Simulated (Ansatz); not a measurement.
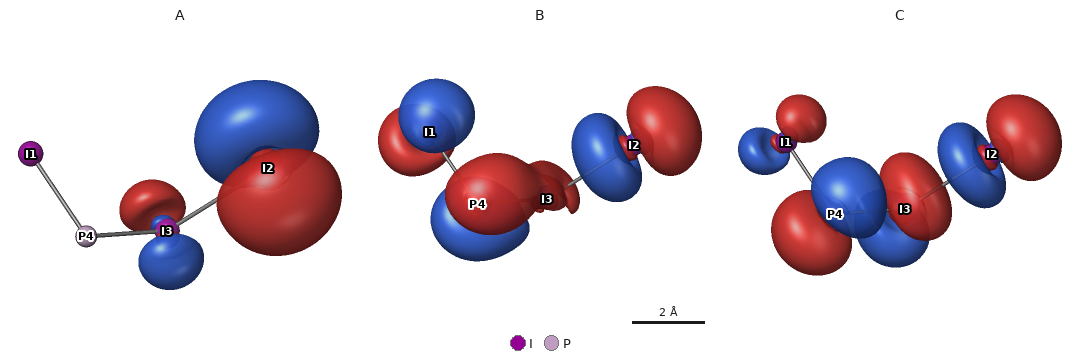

Figure 1: I3P. Three frontier orbitals at ±0.08 Å⁻³ᐟ² (red and blue are the two phases), in no order.

Geometry: B3LYP-D3(BJ)/def2-SVP; core potentials replace the inner electrons of I.

All numbers below come from Ansatz, isolated molecule in a Gaussian basis; Kohn-Sham density functional theory, functional PBE0.

```xyz
4

I     0.5788    2.5786    0.7381
I     1.2239   -2.9777   -0.5054
I    -0.9186   -0.8717   -0.1752
P    -0.7678    0.7097    1.6077
```

Order the three orbitals by energy and name them.

A is the HOMO−1 (−7.18 eV). It lies mainly on I2 (about 90 %) and I3 (about 10 %); largely a lone pair of I2. B is the HOMO (−6.74 eV). It lies mainly on I2 (about 35 %), P4 (about 35 %), I1 (about 20 %) and I3 (about 10 %). C is the LUMO (−4.48 eV). Its weight (Hirshfeld) is mainly on P4 (about 35 %), I2 (about 30 %), I3 (about 25 %) and I1 (about 10 %).

What is the HOMO–LUMO gap?

2.26 eV between the orbital energies.
